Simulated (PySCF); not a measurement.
**C$_{4}$H$_{4}$N$_{2}$, SMILES `c1cncnc1`: what the electrons do**

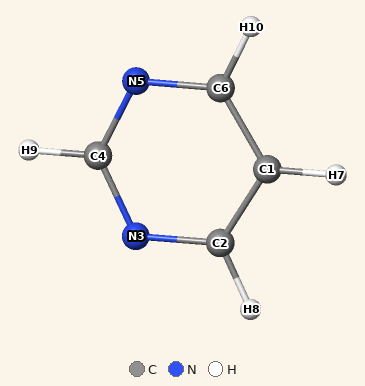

The molecule, with its atoms numbered as below. No frequency check shows the geometry to be a minimum.

Coordinates in Å:

```
C1      -1.3505    0.0175    0.0000
C2      -0.5999    1.1856    0.0000
N3       0.7237    1.1698    0.0000
C4       1.3017   -0.0168    0.0000
N5       0.6919   -1.1888    0.0000
C6      -0.6316   -1.1690    0.0000
H7      -2.4281    0.0313    0.0000
H8      -1.0626    2.1645    0.0000
H9       2.3843   -0.0309    0.0000
H10     -1.1205   -2.1351    0.0000
```

## 1. Bonding charge

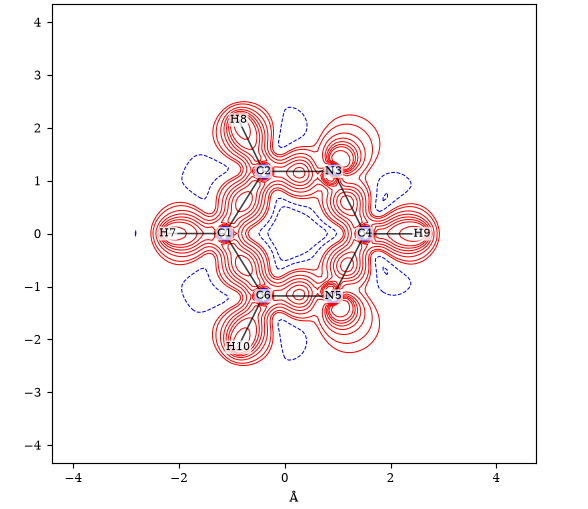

Deformation density (molecule less spherical, spin-averaged free atoms) in the molecular plane; contours at ±0.05 to ±0.8 e/Å³; solid red lines: gain, dashed blue lines: loss.

Computed with PySCF, TPSS/cc-pVTZ, geometry: GFN2-xTB.

> How much density has each bond in this plane gained at its critical point, relative to the free atoms?

C4–H9: +0.84 e/Å³ at the bond critical point (bond length 1.08 Å, Mayer order 1.0). C2–H8 and C6–H10: +0.81 e/Å³ at the bond critical point (bond length 1.08 Å, Mayer order 1.0). C1–H7: +0.78 e/Å³ at the bond critical point (bond length 1.08 Å, Mayer order 1.0). C1–C6 and C1–C2: +0.70 e/Å³ at the bond critical point (bond length 1.39 Å, Mayer order 1.4). N3–C4 and C4–N5: +0.56 e/Å³ at the bond critical point (bond length 1.32 Å, Mayer order 1.5). N5–C6 and C2–N3: +0.54 e/Å³ at the bond critical point (bond length 1.32 Å, Mayer order 1.5). In all, 2.4 electrons gather in the regions of gain relative to the promolecule.

> Where do the Hirshfeld charges lie?

The highest Hirshfeld charge is on C4 (+0.08 e), the lowest on N3 and N5 (−0.16 e).

## 2. Bond critical points

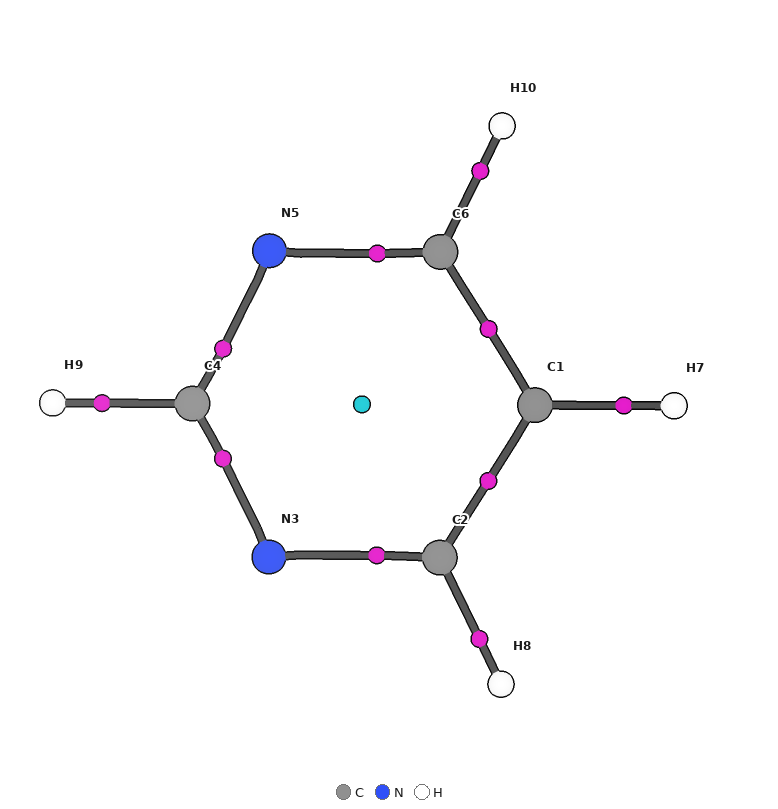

Molecular graph of the electron density (QTAIM): bond paths, bond critical points (magenta), ring points (cyan, if any); weak paths are dashed.

> How many critical points of each kind are there, and does the count close?

10 nuclei, 10 bond, 1 ring and 0 cage critical points: 10 − 10 + 1 − 0 = 1, as the Poincaré–Hopf relation requires.

> What does the calculation give at each kind of bond critical point?

| bond | length (Å) | ρ (a.u.) | ∇²ρ (a.u.) | ε | H (a.u.) |
| --- | --- | --- | --- | --- | --- |
| N3–C4 (2 alike) | 1.320 | 0.358 | −1.03 | 0.15 | −0.538 |
| N5–C6 (2 alike) | 1.324 | 0.354 | −1.02 | 0.12 | −0.526 |
| C1–C6 (2 alike) | 1.387 | 0.325 | −1.07 | 0.21 | −0.377 |
| C4–H9 | 1.083 | 0.301 | −1.23 | 0.04 | −0.340 |
| C2–H8 (2 alike) | 1.083 | 0.298 | −1.20 | 0.03 | −0.335 |
| C1–H7 | 1.078 | 0.294 | −1.16 | 0.01 | −0.332 |

> What kind of interaction is C4–H9?

Shared-shell (covalent): ρ = 0.301, ∇²ρ = −1.23, H = −0.340 a.u.

## 3. Local ionisation energy

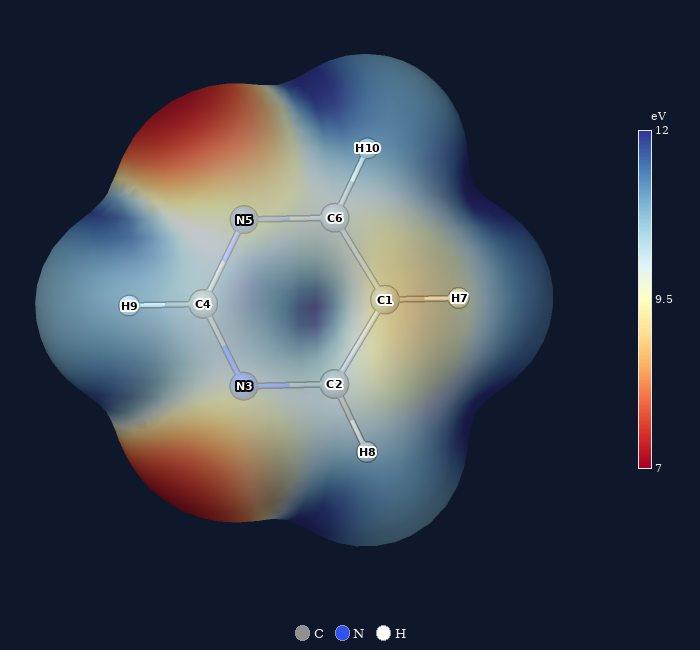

Average local ionisation energy on the surface of electron density 0.001 a.u.

> Locate the minima of the map.

The lowest value is 7.2 eV, 2.0 Å from N5, and at like points elsewhere. Further minima include 8.9 eV, off the molecular plane, over C1 (2.0 Å), and at like points elsewhere; 10.7 eV, 1.3 Å from H9. For comparison, the highest occupied orbital lies at −5.9 eV.

## 4. The π system

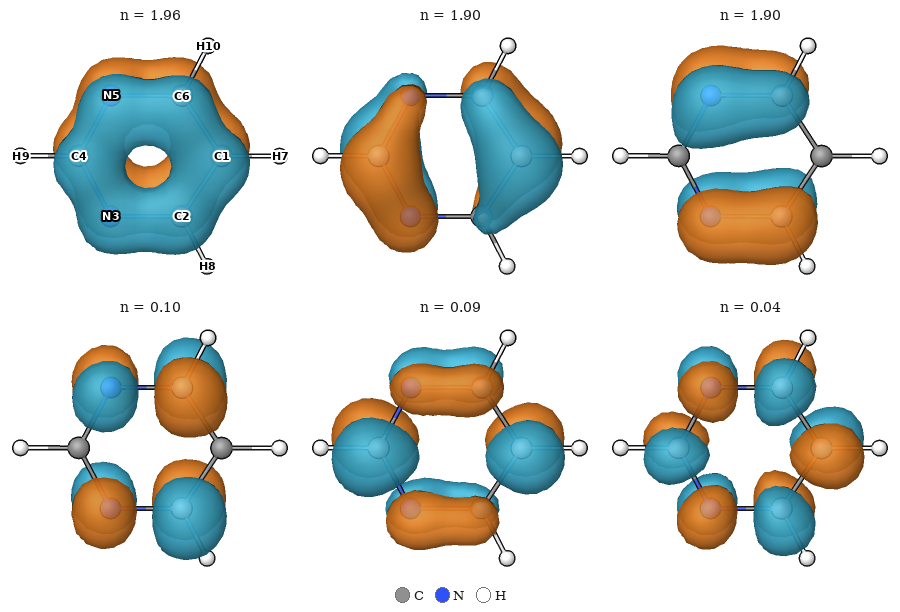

Natural orbitals of the π active space, CASSCF(6,6), singlet state, in order of falling occupation.

Level of theory: 6-31+G* basis (PySCF), at a geometry from GFN2-xTB.

> How multiconfigurational is the state?

The leading determinant weighs 0.89; the effective number of unpaired electrons, Σ n²(2−n)², is 0.15; the most occupied of the weakly occupied orbitals holds 0.10 e, as in an ordinary closed-shell π system. The active space lowers the energy by 2.10 eV against Hartree–Fock.

> Where does the lowest triplet lie relative to the singlet, at this geometry and within this active space?

4.89 eV above it by strongly contracted NEVPT2 (+4.26 eV by CASSCF); a small basis tends to put such gaps a few tenths of an eV too high. This is a vertical energy for π states alone; a state that uses lone pairs or σ orbitals may lie lower.
